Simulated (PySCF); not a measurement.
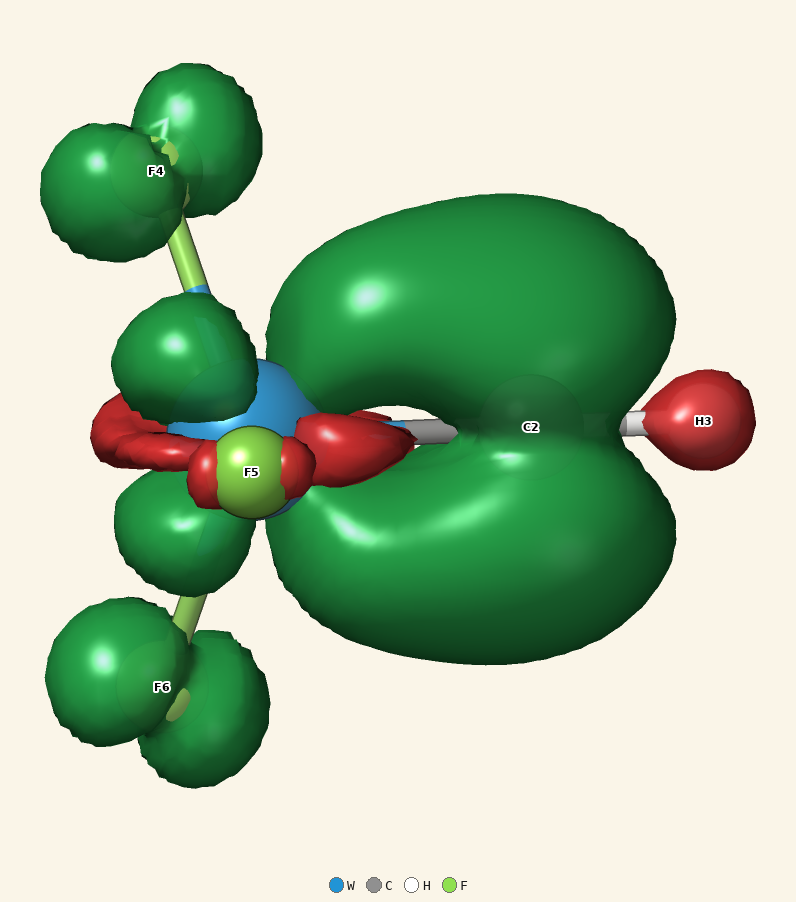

Figure 1: CHF3W (charge +1, doublet). Isosurfaces of the spin density at +0.02 (green) and −0.02 e/Å³ (red), seen at a tilt.

Geometry: BP86-D3(BJ)/def2-SVP; core potentials replace the inner electrons of W.

Level of theory: PySCF, DFT single point, gas phase, functional r2SCAN.

```yaml
atoms:
  - { symbol: W, position_ang: [0.0198, -0.1051, -0.6178] }
  - { symbol: C, position_ang: [0.1677, -0.1910, 1.2121] }
  - { symbol: H, position_ang: [0.2352, -0.2052, 2.3179] }
  - { symbol: F, position_ang: [1.7624, 0.0915, -1.1306] }
  - { symbol: F, position_ang: [-0.8884, 1.4630, -0.9197] }
  - { symbol: F, position_ang: [-1.0522, -1.5402, -0.9768] }
```

**Which atoms carry the spin?**

The unpaired spin (1 electron) lies mostly on C2 (about 0.6) and W1 (about 0.2), in electrons by Hirshfeld's partition.
